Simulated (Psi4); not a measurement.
# BNH4 (BH2(NH2)) at 6 levels

Aim: a comparison of 6 runs (PBE0/3-21G, B3LYP/6-31G*, PBE0/def2-SVP, B3LYP/def2-TZVP, LCCD/6-31+G*, QCISD(T)/def2-SVP) of BNH4 (BH2(NH2)). 

Program for the calculation: Psi4 1.11.

3 further runs of the same task are left out: 1 that didn't finish, 2 set aside as unsound or not needed.

## (1) Starting point

BNH4 has 6 atoms, charge 0, and is taken as a singlet. SMILES: `[H]B([H])N`. The coordinates come from a GFN2-xTB relaxation.

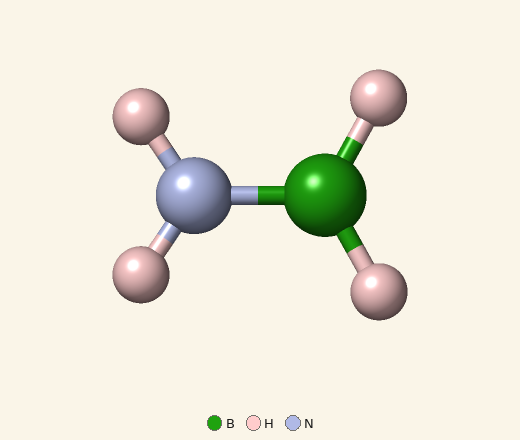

The structure, seen from a chosen angle (boron green, hydrogen pink, nitrogen light blue).

## (2) The energy at PBE0/3-21G (run 1)

The input, calc.inp:

```
memory 1600 mb

molecule mol {
  0 1
  B      0.341950     0.595150     0.003650
  H      1.330110     0.674300     0.627440
  H     -0.078600     1.496820    -0.614110
  N     -0.345390    -0.598720    -0.003870
  H     -1.199300    -0.750580    -0.515060
  H     -0.048780    -1.416960     0.501960
  symmetry c1
  no_reorient
  no_com
}

set globals {
  basis                3-21G
  puream               true
  e_convergence        1e-09
  d_convergence        1e-08
  scf_type             pk
  dft_radial_points    99
  dft_spherical_points 590
}

E = energy("pbe0")
```

Command:

```
$ psi4 -i calc.inp -o calc.out -n 1
```

calc.out:

```text
[...]
  Running in c1 symmetry.
[...]
  Nuclear repulsion =   32.535476564421579
[...]
  Multiplicity = 1
[...]
  Nalpha       = 8
  Nbeta        = 8
[...]
    Number of basis functions: 26
[...]
   @RKS iter   1:   -81.36504221422231   -3.99953e-01   1.93554e-02 DIIS/ADIIS
[...]
   @RKS iter   8:   -81.47886514316561   -4.24905e-12   6.54869e-09 DIIS
[...]
    Orbital Energies [Eh]
    ---------------------
    Doubly Occupied:
       1A    -14.320714     2A     -6.711677     3A     -0.893667
       4A     -0.542797     5A     -0.528353     6A     -0.398574
       7A     -0.323190     8A     -0.308649
[...]
  @RKS Final Energy:   -81.47886514316561
   => Energetics <=
    Nuclear Repulsion Energy =             32.5354765644215789
    One-Electron Energy =                -173.2811172108075937
    Two-Electron Energy =                  68.6353973535537421
    DFT Exchange-Correlation Energy =      -9.3686218503333301
    Empirical Dispersion Energy =           0.0000000000000000
    VV10 Nonlocal Energy =                  0.0000000000000000
    Total Energy =                        -81.4788651431656064
[...]
 Multipole Moments:
 ------------------------------------------------------------------------------------
     Multipole            Electronic (a.u.)      Nuclear  (a.u.)        Total (a.u.)
 ------------------------------------------------------------------------------------
 L = 1.  Multiply by 2.5417464519 to convert [e a0] to [Debye]
 Dipole X            :          0.8598098           -1.3314065           -0.4715967
 Dipole Y            :          1.4712800           -2.2898000           -0.8185200
 Dipole Z            :          0.0113338           -0.0162705           -0.0049368
 Magnitude           :                                                    0.9446708
[...]
```

It took 12 s on 1 thread of Intel Xeon at 2.50GHz (Skylake/Cascade Lake), shared host; peak memory 0.46 GiB.

## (3) Energy and gradient at B3LYP/6-31G(d) (Cartesian functions) (run 2)

The input, input.json:

```json
{
  "schema_name": "qcschema_input",
  "schema_version": 1,
  "molecule": {
    "schema_name": "qcschema_molecule",
    "schema_version": 2,
    "symbols": ["B", "H", "H", "N", "H", "H"],
    "geometry": [0.64619185, 1.1246705, 0.0068975, 2.51354362, 1.27424233, 1.18568976, -0.14853247, 2.82857986, -1.16049971, -0.65269251, -1.13141683, -0.00731324, -2.26634854, -1.41839063, -0.97332234, -0.09218084, -2.67766633, 0.94856693],
    "molecular_charge": 0,
    "molecular_multiplicity": 1,
    "fix_symmetry": "c1",
    "fix_com": true,
    "fix_orientation": true
  },
  "driver": "gradient",
  "model": {
    "method": "b3lyp",
    "basis": "6-31G*"
  },
  "keywords": {
    "puream": false,
    "e_convergence": 1e-09,
    "d_convergence": 1e-08,
    "scf_type": "pk",
    "dft_radial_points": 99,
    "dft_spherical_points": 590,
    "scf_properties": ["QUADRUPOLE", "MAYER_INDICES", "LOWDIN_CHARGES"]
  }
}
```

Command:

```
$ psi4 --qcschema input.json -n 1 --memory 1600MB
```

stdout:

```text
[...]
  Running in c1 symmetry.
[...]
  Nuclear repulsion =   32.535476553019080
[...]
  Multiplicity = 1
[...]
  Nalpha       = 8
  Nbeta        = 8
[...]
    Number of basis functions: 38
[...]
   @RKS iter   1:   -81.83069049839463   -3.06898e-01   1.77278e-02 ADIIS/DIIS
[...]
   @RKS iter   9:   -82.03845487810423   -1.56319e-12   3.61477e-09 DIIS
[...]
    Orbital Energies [Eh]
    ---------------------
    Doubly Occupied:
       1A    -14.334139     2A     -6.723121     3A     -0.867412
       4A     -0.522461     5A     -0.510817     6A     -0.387415
       7A     -0.314763     8A     -0.295394
[...]
  @RKS Final Energy:   -82.03845487810423
   => Energetics <=
    Nuclear Repulsion Energy =             32.5354765530190804
    One-Electron Energy =                -173.9575247611002169
    Two-Electron Energy =                  69.5008971395778161
    DFT Exchange-Correlation Energy =     -10.1173038096008927
    Empirical Dispersion Energy =           0.0000000000000000
    VV10 Nonlocal Energy =                  0.0000000000000000
    Total Energy =                        -82.0384548781042326
[...]
 Multipole Moments:
 ------------------------------------------------------------------------------------
     Multipole            Electronic (a.u.)      Nuclear  (a.u.)        Total (a.u.)
 ------------------------------------------------------------------------------------
 L = 1.  Multiply by 2.5417464519 to convert [e a0] to [Debye]
 Dipole X            :          0.9137393           -1.3314066           -0.4176672
 Dipole Y            :          1.5651920           -2.2898001           -0.7246081
 Dipole Z            :          0.0118506           -0.0162705           -0.0044199
 Magnitude           :                                                    0.8363745
 L = 2.  Multiply by 1.3450342976 to convert [e a0^2] to [Debye ang]
 Quadrupole XX       :        -26.2964195           16.5546686           -9.7417510
 Quadrupole XY       :        -14.7199308           15.0471604            0.3272295
[...]
  -Total Gradient:
     Atom            X                  Y                   Z
    ------   -----------------  -----------------  -----------------
       1       -0.000515143163    -0.000516570647    -0.000006826825
       2       -0.011052629739    -0.001177927323    -0.006997481274
       3        0.004632875300    -0.010199981014     0.006916322937
       4        0.005367522591     0.009152278145     0.000089980097
       5        0.003672904000    -0.000368963606     0.002491750151
       6       -0.002105328135     0.003111516101    -0.002493736496
[...]
```

The result, in JSON:

```text
{
 "driver": "gradient",
 "model": {
  "method": "b3lyp",
  "basis": "6-31G*"
 },
 "success": true,
 "return_result": [-0.0005151431629213804, -0.0005165706465118797, -6.8268251558647845e-06, -0.011052629739103675, -0.0011779273231880966, -0.006997481274114578, 0.004632875300180861, -0.01019998101373841, 0.006916322937003769, 0.005367522591078755, 0.009152278145038661, 8.998009726350609e-05, 0.003672904000337235, -0.00036896360561126246, 0.002491750151108779, -0.002105328134657622, 0.0031115161006722847, -0.0024937364957233338],
 "properties": {
  "calcinfo_nbasis": 38,
  "calcinfo_nmo": 38,
  "calcinfo_nalpha": 8,
  "calcinfo_nbeta": 8,
  "calcinfo_natom": 6,
  "nuclear_repulsion_energy": 32.53547655301908,
  "return_energy": -82.03845487810423,
  "return_gradient": [-0.0005151431629213804, -0.0005165706465118797, -6.8268251558647845e-06, -0.011052629739103675, -0.0011779273231880966, -0.006997481274114578, 0.004632875300180861, -0.01019998101373841, 0.006916322937003769, 0.005367522591078755, 0.009152278145038661, 8.998009726350609e-05, 0.003672904000337235, -0.00036896360561126246, 0.002491750151108779, -0.002105328134657622, 0.0031115161006722847, -0.0024937364957233338],
  "scf_one_electron_energy": -173.95752476110022,
  "scf_two_electron_energy": 69.50089713957782,
  "scf_xc_energy": -10.117303809600893,
  "scf_dipole_moment": [-0.41766721938958096, -0.7246081181807034, -0.004419911016338485],
  "scf_total_energy": -82.03845487810423,
  "scf_total_gradient": [-0.0005151431629213804, -0.0005165706465118797, -6.8268251558647845e-06, -0.011052629739103675, -0.0011779273231880966, -0.006997481274114578, 0.004632875300180861, -0.01019998101373841, 0.006916322937003769, 0.005367522591078755, 0.009152278145038661, 8.998009726350609e-05, 0.003672904000337235, -0.00036896360561126246, 0.002491750151108779, -0.002105328134657622, 0.0031115161006722847, -0.0024937364957233338],
  "scf_iterations": 9
 }
}
```

It took 16 s on 1 thread of Intel Xeon at 2.50GHz (Skylake/Cascade Lake), shared host; peak memory 0.6 GiB.

Runs 3 to 5 aren't shown in full; the table further down has their settings and results.

## (4) A single-point energy at QCISD(T)/def2-SVP (ZORA) (run 6)

The input, calc.py:

```python
import psi4

psi4.set_memory('1600 MB')
psi4.set_num_threads(1)
psi4.core.set_output_file('run.log', False)

m = psi4.geometry("""
B      0.64619185     1.12467050     0.00689750
H      2.51354362     1.27424233     1.18568976
H     -0.14853247     2.82857986    -1.16049971
N     -0.65269251    -1.13141683    -0.00731324
H     -2.26634854    -1.41839063    -0.97332234
H     -0.09218084    -2.67766633     0.94856693
units au
symmetry c1
no_reorient
no_com
""")

options = {'basis': 'def2-SVP', 'scf_type': 'direct', 'relativistic': 'zora'}
psi4.set_options(options)

e, wfn = psi4.energy('qcisd(t)', return_wfn=True)
print(f'total energy {e:.8f} hartree = {e * 27.211386:.5f} eV')
```

Command:

```
$ python calc.py
```

run.log:

```text
[...]
  Running in c1 symmetry.
[...]
  Nuclear repulsion =   32.535476553019080
[...]
  Multiplicity = 1
[...]
  Nalpha       = 8
  Nbeta        = 8
[...]
    Number of basis functions: 48
[...]
   @DF-RHF iter   1:   -81.42068560672526   -6.69751e-01   7.47855e-03 ADIIS/DIIS
[...]
   @RHF iter  15:   -81.48718845355876   -9.94760e-13   5.60691e-09 DIIS
[...]
    Orbital Energies [Eh]
    ---------------------
    Doubly Occupied:
       1A    -15.574525     2A     -7.586196     3A     -1.146456
       4A     -0.715550     5A     -0.681545     6A     -0.554033
       7A     -0.463263     8A     -0.439045
[...]
  @RHF Final Energy:   -81.48718845355876
   => Energetics <=
    Nuclear Repulsion Energy =             32.5354765530190804
    One-Electron Energy =                -173.7241037122123544
    Two-Electron Energy =                  59.7014387056345228
    Total Energy =                        -81.4871884535587583
[...]
 Multipole Moments:
 ------------------------------------------------------------------------------------
     Multipole            Electronic (a.u.)      Nuclear  (a.u.)        Total (a.u.)
 ------------------------------------------------------------------------------------
 L = 1.  Multiply by 2.5417464519 to convert [e a0] to [Debye]
 Dipole X            :          0.9561908           -1.3314066           -0.3752157
 Dipole Y            :          1.6393164           -2.2898001           -0.6504837
 Dipole Z            :          0.0122883           -0.0162705           -0.0039822
 Magnitude           :                                                    0.7509539
[...]
      * MP2 total energy:                    -81.757702097771
[...]
      * MP3 total energy:                    -81.779376890383
[...]
      * QCISD total energy:                  -81.785298696353
[...]
```

Standard output:

```text
total energy -81.79225623 hartree = -2225.68066 eV
```

Run time: 28 s. Hardware: 1 thread of Intel Xeon at 2.50GHz (Skylake/Cascade Lake), shared host; peak memory 0.38 GiB.

## (5) Overview of the runs

| run | level | task | Cartesian functions | energy (Eh) | dipole moment (D) | HOMO energy (eV) | LUMO energy (eV) | wall time |
| --- | --- | --- | --- | --- | --- | --- | --- | --- |
| 1 | PBE0/3-21G | energy | no | -81.478865 | 2.40 | -8.40 | 1.02 | 12 s |
| 2 | B3LYP/6-31G* (Cartesian functions) | gradient | yes | -82.038455 | 2.13 | -8.04 | 0.76 | 16 s |
| 3 | PBE0/def2-SVP | energy | no | -81.868362 | 2.20 | -8.57 | 0.62 | 14 s |
| 4 | B3LYP/def2-TZVP | gradient | no | -82.081070 | 1.97 | -8.44 | 0.03 | 40 s |
| 5 | LCCD/6-31+G* (sfX2C, density fitting for correlation, Cartesian functions) | energy | yes | -81.799270 | – | -11.93 | 1.54 | 5.1 s |
| 6 | QCISD(T)/def2-SVP (ZORA) | energy | no | -81.792256 | – | -11.95 | 4.21 | 28 s |

## (6) Summary of results

| quantity | value |
| --- | --- |
| run 6: total energy | -81.79226 Eh |
| run 6: HOMO energy (Hartree–Fock orbitals) | -11.95 eV |
| run 6: LUMO energy (Hartree–Fock orbitals) | 4.21 eV |
| run 6: HOMO–LUMO gap (Hartree–Fock orbitals) | 16.16 eV |
| run 6: correlation energy | -305.1 mEh |
| run 6: T1 diagnostic | 0.013 |

What this shows: Over runs 1, 2, 3, 4 the dipole moment (its size) runs from 1.97 D (B3LYP/def2-TZVP) to 2.40 D (PBE0/3-21G). The two ends differ in method and basis. Over runs 1, 2, 3, 4 the HOMO–LUMO gap runs from 8.47 eV (B3LYP/def2-TZVP) to 9.42 eV (PBE0/3-21G). Totals of different functionals can't be ranked against each other. All runs together took 1.9 min, the longest 40 s.
